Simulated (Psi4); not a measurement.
# C2H6Al (SMILES [CH3][Al][CH3]): UHF/def2-SVPD

Aim: the vertical doublet–quartet gap of C2H6Al at UHF/def2-SVPD, from 2 runs. 

The calculation is run with Psi4 1.11.

1 further run of the same task is left out (set aside as unsound or not needed).

### 1 The structure to begin with

C2H6Al has 9 atoms, charge 0, and is taken as a doublet. As SMILES, `[CH3][Al][CH3]`. The coordinates come from a PBE0-D4/def2-TZVP relaxation.

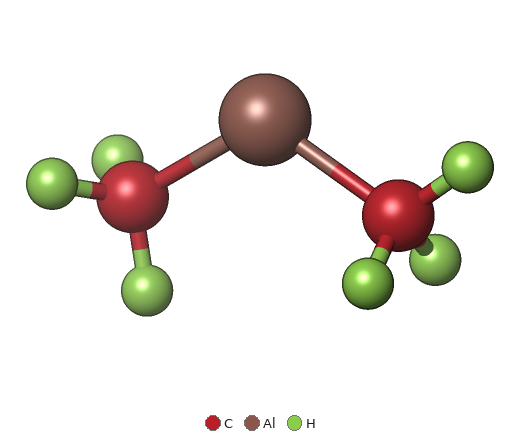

Viewed from a chosen angle; carbon red, aluminium brown, hydrogen green.

### 2 Energy and gradient at UHF/def2-SVPD

input.inp reads:

```
memory 1600 mb

molecule molecule1 {
  0 2
  C     -0.810700     1.130600    -0.941500
  Al     0.731000     0.705500     0.211900
  C      0.877300    -1.111400     0.957800
  H     -1.467800     0.264500    -1.069000
  H     -0.481900     1.460900    -1.931900
  H     -1.401500     1.950000    -0.519700
  H      0.915300    -1.838200     0.137400
  H     -0.021800    -1.337900     1.543500
  H      1.748700    -1.270300     1.594400
  symmetry c1
  no_reorient
  no_com
}

set {
  basis def2-SVPD
  reference uhf
  puream true
  e_convergence 1e-09
  d_convergence 1e-08
  scf_type pk
  maxiter 100
}

result, w = gradient('scf', return_wfn=True)
oeprop(w, 'MULLIKEN_CHARGES', 'LOWDIN_CHARGES', 'WIBERG_LOWDIN_INDICES', title='SCF')
print_variables()
```

Run with:

```console
$ psi4 -n 1 input.inp input.out
```

input.out (excerpt; [...] marks lines left out):

```text
[...]
  Running in c1 symmetry.
[...]
  Nuclear repulsion =   88.857473522467515
[...]
  Multiplicity = 2
[...]
  Nalpha       = 16
  Nbeta        = 15
[...]
    Number of basis functions: 112
[...]
   @UHF iter   1:  -320.83604303925739   -7.76797e-01   4.41035e-03 DIIS/ADIIS
[...]
   @UHF iter  13:  -320.98870614273949   -5.40012e-12   4.64288e-09 DIIS
[...]
   @S^2 Observed:                7.533157771E-01
[...]
    Orbital Energies [Eh]
    ---------------------
    Alpha Occupied:
       1A    -58.446690     2A    -11.198751     3A    -11.198049
       4A     -4.879396     5A     -3.198110     6A     -3.195014
       7A     -3.191370     8A     -0.915799     9A     -0.903249
      10A     -0.548679    11A     -0.540988    12A     -0.535052
      13A     -0.533736    14A     -0.510494    15A     -0.405525
      16A     -0.275572
    Alpha Virtual:
      17A      0.050367    18A      0.068385    19A      0.101571
      20A      0.116436    21A      0.145447    22A      0.149918
      23A      0.162120    24A      0.162335    25A      0.168647
[...]
  @UHF Final Energy:  -320.98870614273949
   => Energetics <=
    Nuclear Repulsion Energy =             88.8574735224675152
    One-Electron Energy =                -619.1344506881288225
    Two-Electron Energy =                 209.2882710229217480
    Total Energy =                       -320.9887061427394883
  UHF NO Occupations:
  HONO-2 :   14  A 1.9996214
  HONO-1 :   15  A 1.9988220
[...]
 Multipole Moments:
 ------------------------------------------------------------------------------------
     Multipole            Electronic (a.u.)      Nuclear  (a.u.)        Total (a.u.)
 ------------------------------------------------------------------------------------
 L = 1.  Multiply by 2.5417464519 to convert [e a0] to [Debye]
 Dipole X            :        -17.4503920           17.3733861           -0.0770059
 Dipole Y            :        -16.1744411           16.0923408           -0.0821003
 Dipole Z            :         -4.9474150            4.9268940           -0.0205211
 Magnitude           :                                                    0.1144180
[...]
  -Total Gradient:
     Atom            X                  Y                   Z
    ------   -----------------  -----------------  -----------------
       1        0.000847800132    -0.000734970700     0.000804425533
       2       -0.002399163726    -0.002333525598    -0.000730535838
       3       -0.000209362942     0.001106490109    -0.000559633063
       4        0.000571482441    -0.000778444005     0.000649007996
       5        0.000831511615     0.000059238269     0.000560220473
       6        0.000855759877     0.000055089886     0.000510814600
       7        0.000038336873     0.000730889763    -0.000782788704
       8       -0.000477130254     0.000962680853    -0.000071661588
       9       -0.000059234020     0.000932551419    -0.000379849409
[...]
  Mulliken Charges: (a.u.)
   Center  Symbol    Alpha    Beta     Spin     Total
       1     C     3.26258  3.15301  0.10957 -0.41559
       2    AL     6.55283  5.73128  0.82155  0.71588
       3     C     3.26317  3.13761  0.12556 -0.40078
       4     H     0.49584  0.49126  0.00457  0.01290
       5     H     0.47823  0.49633 -0.01810  0.02544
       6     H     0.47831  0.49618 -0.01787  0.02551
       7     H     0.48981  0.49253 -0.00272  0.01766
       8     H     0.49000  0.49246 -0.00246  0.01754
       9     H     0.48924  0.50933 -0.02010  0.00143
   Total alpha = 16.00000, Total beta = 15.00000, Total charge = -0.00000
[...]
```

Wall time 10 s (1 thread of Intel Xeon Platinum 8559C (Emerald Rapids), shared host); peak memory 0.49 GiB.

### 3 The quartet: the energy at UHF/def2-SVPD

c2h6al.inp reads:

```
memory 1600 MB

molecule system {
  0 4
  C     -0.810700     1.130600    -0.941500
  Al     0.731000     0.705500     0.211900
  C      0.877300    -1.111400     0.957800
  H     -1.467800     0.264500    -1.069000
  H     -0.481900     1.460900    -1.931900
  H     -1.401500     1.950000    -0.519700
  H      0.915300    -1.838200     0.137400
  H     -0.021800    -1.337900     1.543500
  H      1.748700    -1.270300     1.594400
  symmetry c1
}

set basis def2-SVPD
set reference uhf
set puream true
set e_convergence 1e-09
set d_convergence 1e-08
set scf_type pk
set maxiter 100

energy_value, wavefunction = energy('hf', return_wfn=True)
```

Run with:

```console
$ psi4 c2h6al.inp c2h6al.out -n 1
```

c2h6al.out (excerpt; [...] marks lines left out):

```text
[...]
  Running in c1 symmetry.
[...]
  Nuclear repulsion =   88.857473522467515
[...]
  Multiplicity = 4
[...]
  Nalpha       = 17
  Nbeta        = 14
[...]
    Number of basis functions: 112
[...]
   @UHF iter   1:  -320.71943766181175   -6.60192e-01   3.13786e-03 DIIS/ADIIS
[...]
   @UHF iter  19:  -320.82208396632996    8.41283e-12   6.20644e-09 DIIS
[...]
   @S^2 Observed:                3.788129072E+00
[...]
    Orbital Energies [Eh]
    ---------------------
    Alpha Occupied:
       1A    -58.433171     2A    -11.286460     3A    -11.267795
       4A     -4.868526     5A     -3.187168     6A     -3.186439
       7A     -3.184473     8A     -0.997386     9A     -0.973366
      10A     -0.610358    11A     -0.605633    12A     -0.596660
      13A     -0.586764    14A     -0.586341    15A     -0.511438
      16A     -0.290181    17A     -0.186818
    Alpha Virtual:
      18A      0.069349    19A      0.095719    20A      0.111123
      21A      0.134405    22A      0.146709    23A      0.155691
      24A      0.159460    25A      0.161712    26A      0.192761
[...]
  @UHF Final Energy:  -320.82208396632996
   => Energetics <=
    Nuclear Repulsion Energy =             88.8574735224675152
    One-Electron Energy =                -618.1320223956674909
    Two-Electron Energy =                 208.4524649068699773
    Total Energy =                       -320.8220839663299557
  UHF NO Occupations:
  HONO-2 :   15  A 1.0000000
  HONO-1 :   16  A 1.0000000
[...]
 Multipole Moments:
 ------------------------------------------------------------------------------------
     Multipole            Electronic (a.u.)      Nuclear  (a.u.)        Total (a.u.)
 ------------------------------------------------------------------------------------
 L = 1.  Multiply by 2.5417464519 to convert [e a0] to [Debye]
 Dipole X            :          1.9574091           -2.9741938           -1.0167846
 Dipole Y            :          2.1434412           -2.8999966           -0.7565554
 Dipole Z            :          0.5035636           -0.8931669           -0.3896033
 Magnitude           :                                                    1.3259026
[...]
```

Wall time 7.2 s (1 thread of Intel Xeon Platinum 8559C (Emerald Rapids), shared host); peak memory 0.49 GiB.

### 4 Results

At UHF/def2-SVPD:

| quantity | value |
| --- | --- |
| doublet: total energy | -320.98871 Eh |
| doublet: dipole moment | 0.29 D |
| doublet: HOMO energy (highest over α and β) | -7.50 eV |
| doublet: LUMO energy (lowest over α and β) | 0.93 eV |
| doublet: ⟨S²⟩ | 0.753 |
| doublet: largest force on an atom | 0.176 eV/Å |
| quartet: total energy | -320.82208 Eh |
| quartet: dipole moment | 3.37 D |
| quartet: HOMO energy (highest over α and β) | -5.08 eV |
| quartet: LUMO energy (lowest over α and β) | -2.14 eV |
| quartet: ⟨S²⟩ | 3.788 |
| vertical energy of the quartet above the doublet | 4.534 eV |

In words: At this shape the quartet lies 4.53 eV (437 kJ/mol) above the doublet.
